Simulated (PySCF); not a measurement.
System (SMILES): N#[N+][O-].
Geometry (B3LYP-D3(BJ)/def2-TZVP, fixed):
```xyz
3

N      0.0000     0.0000    -1.1943
N      0.0000     0.0000    -0.0734
O      0.0000     0.0000     1.1093
```
Charge 0, spin multiplicity 1.

Basis-set convergence of the isotropic shielding of N1 at PBE with PySCF. GIAO, no density fitting; atoms are numbered in the order shown. All functions are spherical. No added dispersion term, no relativity. Reference: the value in pcseg-3, 93.91 ppm, itself unsure by roughly 1.40 ppm (its distance from pcSseg-2). Deviations are taken from unrounded values. Cost is core time over that of def2-TZVPPD, rough, on shared machines of one kind; a dash marks a row that isn't timed (too short, read off another run, short of memory, by another algorithm or on other hardware).

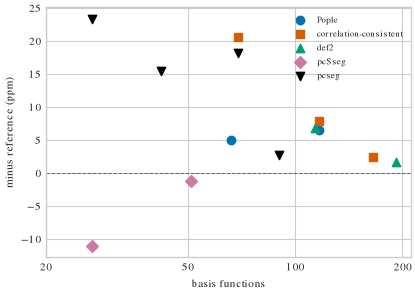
Fig. 1. Deviation from the reference against the number of basis functions, by family of sets.

| basis | functions | isotropic shielding of N1 (ppm) | minus reference (ppm) | cost |
|---|---|---|---|---|
| pcSseg-0 | 27 | 82.83 | -11.08 | - |
| pcseg-0 | 27 | 117.22 | 23.31 | - |
| pcseg-1 | 42 | 109.24 | 15.32 | - |
| pcSseg-1 | 51 | 92.61 | -1.30 | - |
| 6-311+G** | 66 | 98.94 | 5.02 | - |
| aug-cc-pVDZ | 69 | 114.51 | 20.59 | - |
| aug-pcseg-1 | 69 | 111.99 | 18.08 | - |
| pcseg-2 | 90 | 96.54 | 2.63 | 0.5× |
| def2-TZVPPD | 114 | 100.72 | 6.81 | 1× |
| 6-311++G(3df,3pd) | 117 | 100.32 | 6.41 | 1× |
| jun-cc-pV(T+d)Z | 117 | 101.80 | 7.89 | 1× |
| cc-pVQZ | 165 | 96.32 | 2.41 | 5× |
| def2-QZVPPD | 192 | 95.54 | 1.63 | 4× |
